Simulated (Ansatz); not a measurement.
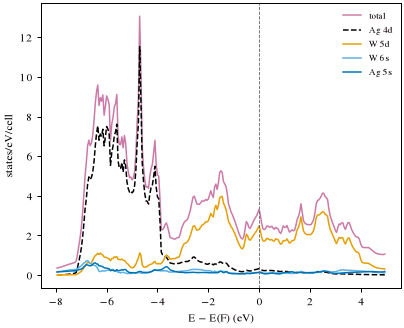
Figure: Total and projected density of states of AgW in space group Pmma (No. 51; W on 2e, Ag on 2f), PBEsol (plane waves, PAW; program Ansatz)

Problem. Which orbitals carry the states next to the Fermi level?

Solution. Within 0.5 eV of the Fermi level: W 5d 74 %, Ag 4d 10 %, outside the projected shells 8 %. Projections are on Löwdin-orthogonalised atomic valence shells; empty p or d shells of many metals are not among them.

Problem. Where is the tallest occupied peak in this window, and what makes it?

Solution. Near -4.7 eV, about 13 states/eV per cell; the largest projected share is Ag 4d.

The start of the workflow was typed in or built on a structure type; neither database checked (COD, Materials Project) lists it. Its standing as an ambient phase is unchecked. The PBEsol relaxation kept the symmetry of its start. At this level the phase is dynamically unstable (imaginary phonons). The run is not spin-polarised. Its formation energy is positive at this level, so the cell may be metastable or incomplete. Scalar-relativistic: spin–orbit coupling is off unless named, which matters more the heavier the elements.

Potentials: the later of the program's two PAW sets.
